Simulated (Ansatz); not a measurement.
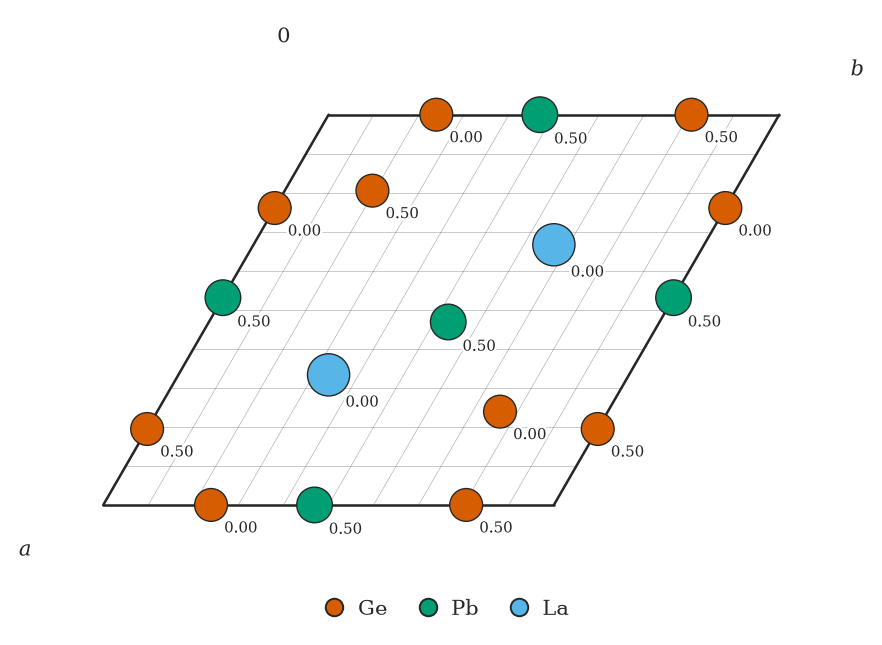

Plan of a unit cell projected along c (a down the page, b across); the numbers are heights as fractions of c, and atoms on the cell's edges are repeated. The grid marks tenths of a and b. Source: coordinates from a relaxation with DFT, PAW plane waves, pbe in Ansatz; the starting structure was generated, so it need not be a known form of this composition. All values are computed from the atomic coordinates in the standard setting (tolerance 0.002 Å).

a = 8.851 Å, b = 8.851 Å, c = 4.291 Å, α = 90.00°, β = 90.00°, γ = 120.00°.

> What does the cell contain?

6 Ge, 3 Pb, 2 La: La2Ge6Pb3, Z = 1.

> Which space group?

P-62m (No. 189), primitive hexagonal.

> Give the independent sites, coordinates to two places.

| atom | site | symmetry | x | y | z |
| --- | --- | --- | --- | --- | --- |
| Ge | 3f | m2m | 0.24 | 0.00 | 0.00 |
| Pb | 3g | m2m | 0.47 | 0.00 | 0.50 |
| La | 2c | -6.. | 0.33 | 0.67 | 0.00 |
| Ge | 3g | m2m | 0.81 | 0.00 | 0.50 |
